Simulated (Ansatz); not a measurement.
## Electronic structure of AlH5N2···HF in real space

Input

```
crystal:
  periodic: [false, false, false]
  atoms:
    - { symbol: Al, position_ang: [0.0, 0.0, 0.0] }
    - { symbol: F, position_ang: [0.0, 0.0, 2.04] }
    - { symbol: "N", position_ang: [1.6627, 0.0, -0.96] }
    - { symbol: H, position_ang: [2.1293, -0.9179, -1.2118] }
    - { symbol: H, position_ang: [2.1141, 0.9179, -1.2382] }
    - { symbol: "N", position_ang: [-1.6627, 0.0, -0.96] }
    - { symbol: H, position_ang: [-2.3316, -0.8164, -0.8614] }
    - { symbol: H, position_ang: [-1.9118, 0.8164, -1.5886] }
    - { symbol: H, position_ang: [0.0834, 1.7631, 0.5865] }
    - { symbol: H, position_ang: [0.0624, 1.3199, 1.5347] }
basis:
  gaussian: { orbitals: def2-SVP }
hamiltonian:
  xc: hf
relax:
  f_tol: 0.15
  max_steps: 25
  restrain:
    - { distance: [0, 8], at: 1.56, k: 30.0 }
    - { distance: [9, 1], at: 0.92, k: 30.0 }
    - { distance: [0, 1], at: 2.89, k: 30.0 }
    - { distance: [9, 8], at: 1.86, k: 30.0 }
output:
  orbitals: {}
```

Run with:

```sh
ansatz run input.yaml --threads 1 --pin off --max-ram 2048MiB --backend cpu --events-out ev --progress --plain --runs-dir out
```

The fields are those of the run's last geometry, not of the input's.

Level of theory: RHF/def2-SVP (Ansatz).

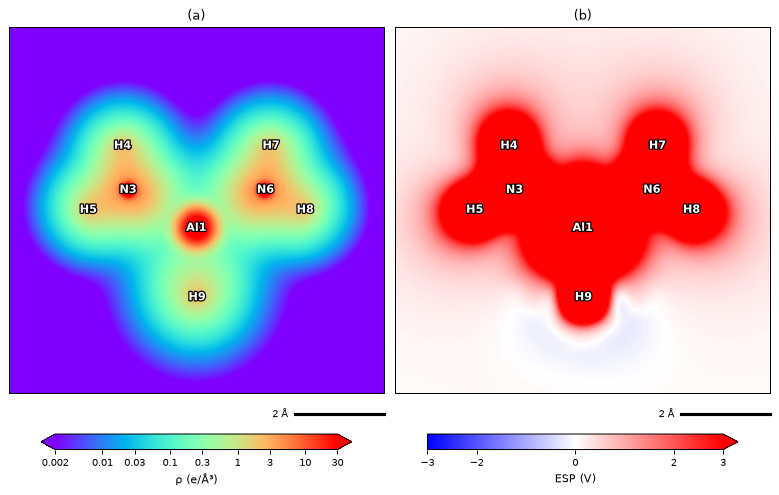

Figure 1. (a) electron density; (b) molecular electrostatic potential on the plane of atoms H4, N3 and H5.

> What do the fields say about this system?

The section cuts through Al, N and H sites.
Al–N (1.77 Å): ρ is about 0.85 e/Å³ halfway.
N–H (1.00 Å): the density is about 2.8 e/Å³ at the midpoint.
Al–H (1.57 Å): ρ is about 0.53 e/Å³ halfway.
The potential has no marked negative region in this plane.

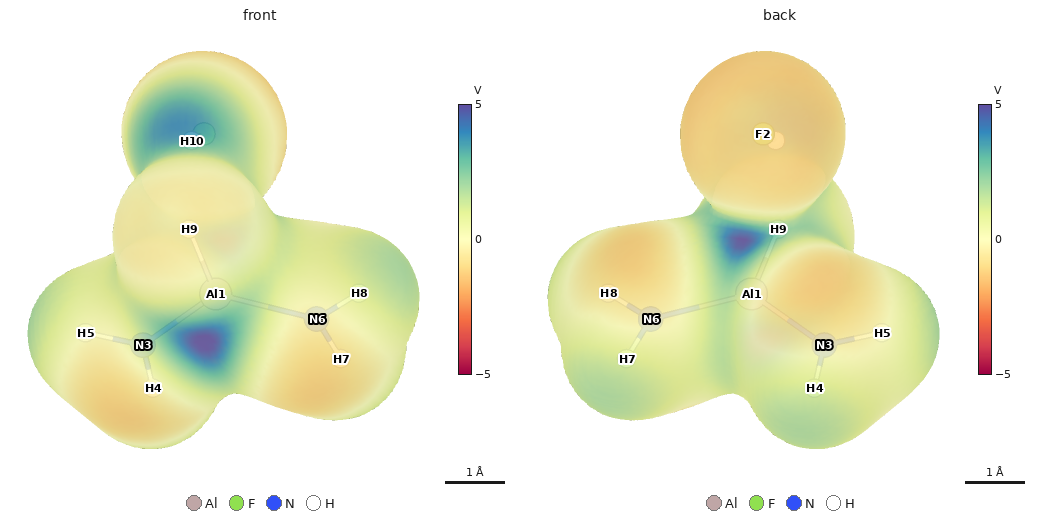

Figure 2. The electrostatic potential painted on the density surface at 0.004 e/bohr³, seen from the front and from behind; red is negative and blue positive.

> Where is the surface potential most negative and most positive?

The most negative region (about −1.4 V) lies over F2, N3 and N6, the most positive (about +4.5 V) over Al1.

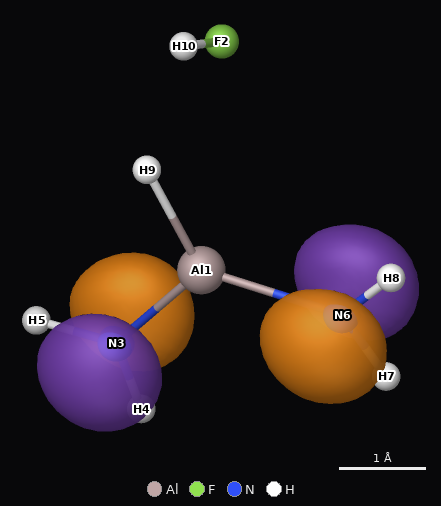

Figure 3. The HOMO at ±0.2 Å⁻³ᐟ² (orange and purple are the two phases), seen at a tilt.

> Where does this orbital lie, and at what energy?

By Hirshfeld shares it lies mainly on N3 (about 40 %) and N6 (about 40 %); largely a combination of lone pairs on N3 and N6. Its energy is −10.31 eV.
